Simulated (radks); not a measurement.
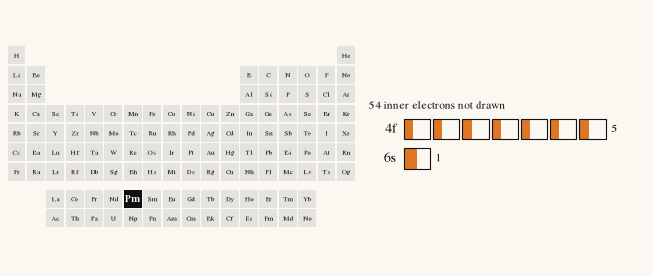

Figure 1. Left, the place of promethium in the periodic table; right, the outer shells as the input fills them: a box for each of the 2l + 1 orbitals, shaded by the share of the shell that is filled, with the electron count at the right.

## Pm⁺: atomic calculation

Pm⁺, configuration [Xe] 4f5 6s1. Computed at this level: Dirac Kohn-Sham, PBE, spin-unpolarised, spherical densities, point nucleus (radks).

**The program's output**
```
1s1/2   1   2.0000       -1653.23682758
2s1/2   1   2.0000        -268.84021328
2p1/2   1   2.0000        -254.57868747
2p3/2   1   4.0000        -233.98966372
3s1/2   1   2.0000         -58.78344940
3p1/2   1   2.0000         -52.67349421
3p3/2   1   4.0000         -48.53338938
3d3/2   1   4.0000         -37.92342605
3d5/2   1   6.0000         -37.02627287
4s1/2   1   2.0000         -11.85684568
4p1/2   1   2.0000          -9.53314760
4p3/2   1   4.0000          -8.63026990
4d3/2   1   4.0000          -4.81123292
4d5/2   1   6.0000          -4.65085084
4f5/2   1   5.0000          -0.30278547
4f7/2   1   0.0000          -0.28557813
5s1/2   1   2.0000          -1.75650313
5p1/2   1   2.0000          -1.13729990
5p3/2   1   4.0000          -1.01717827
6s1/2   1   1.0000          -0.30489789
Etot -10026.959352896447
Ekin 10843.741077469509
Encl -24522.185809983126
Eh 3881.042067566507
Exc -229.55668794933555
err 1.0300298520055054e-09
it 16
```

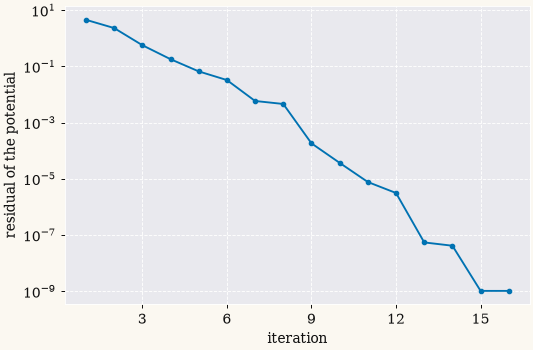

Figure 2. Convergence: residual of the potential against the iteration. The residual falls almost steadily, with no more than small rises or pauses. It goes from 4.5 to 1.0×10⁻⁹ in 16 steps.

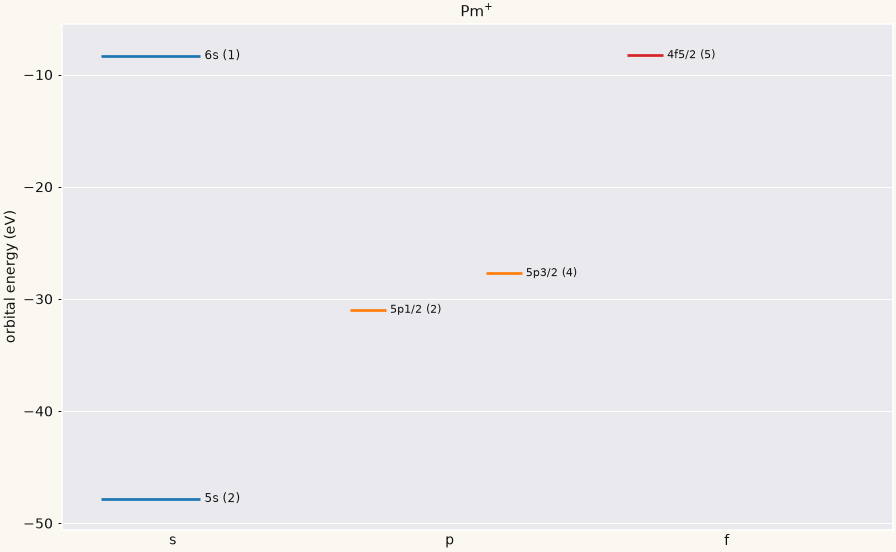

Figure 3. The outer levels are drawn (occupations in brackets, the lower j at the left of each column). They are the filled levels of this odd run. The highest occupied level is 4f5/2 at −8.24 eV. From the top down the occupied levels run 4f5/2 (−8.24 eV), 6s (−8.30 eV), 5p3/2 (−27.7 eV), 5p1/2 (−30.9 eV), 5s (−47.8 eV). Spin-orbit splittings: 5p 3.27 eV.

**Input file**
```
Z 61
configuration [Xe] 4f5 6s1
relativity Dirac
functional pbe,pbe
spin unpolarised
j_filling energy
nucleus point
c 137.035999084
mesh_end 12
max_iterations 64
```

Energies in input and log are in hartree, lengths in bohr.

The run was one of a batch that the task file lists, launched with:
```bash
python <driver script> task.json out
```

**What the run reported**

- outcome: converged
- total energy: −10026.9594 hartree
- kinetic energy: 10843.7411 hartree
- electron–nucleus energy: −24522.1858 hartree
- Hartree energy: 3881.0421 hartree
- exchange–correlation energy: −229.556688 hartree
- radius at density 0.001 e/bohr³: 4.57 bohr
- SCF iterations: 16
- hardware: 1 thread of Arm Neoverse N1, 69 GiB of memory available, shared host

**What is odd here**

A numerical setting was moved from its usual value: mesh end rmax = 12. The program ran to the end. Its total energy differs from that of the same run with the usual input (−10026.95940 hartree) by +4.3×10⁻⁵ hartree, a small shift.
